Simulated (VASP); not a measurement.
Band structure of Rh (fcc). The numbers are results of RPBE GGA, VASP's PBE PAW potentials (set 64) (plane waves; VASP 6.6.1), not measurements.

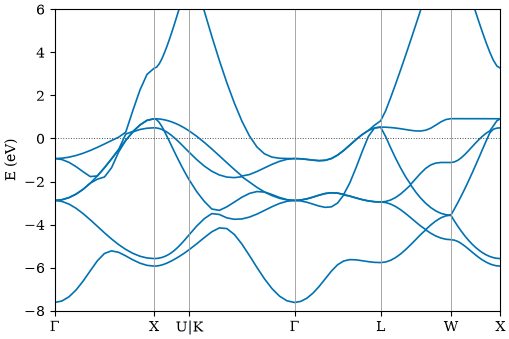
Bands along high-symmetry lines, zero at the valence-band maximum or, without a gap, the Fermi level

Read the plot: is there a gap, and where are the band edges?

It has no gap at this level: it comes out as a metal or semimetal. (Edges off the drawn lines would not show.)

The compound is Rh in the fcc structure. It was relaxed first.
